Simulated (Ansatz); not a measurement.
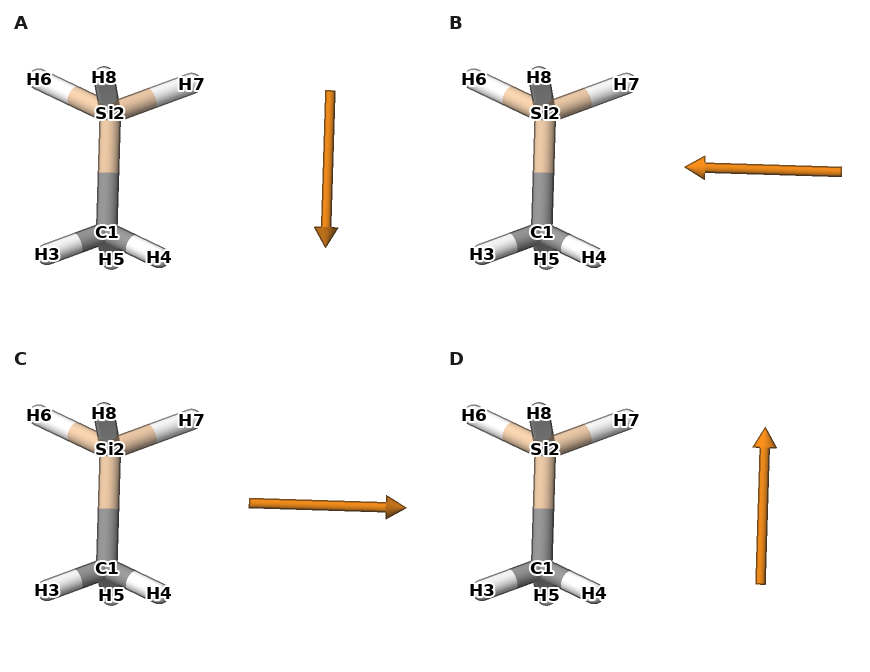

The same molecule four times, each with an arrow. The geometry was computed by an optimisation with PBE0-D4/def2-TZVP. Properties computed with RKS ωB97M-V/def2-TZVPP (Ansatz 0.2.0).

### Which arrow points along the dipole moment, from the negative to the positive end?

A. The dipole moment is 0.81 D; it points from the side of H6, H7, H8 to the side of H3, H4, H5 (the outermost atoms at the two ends).
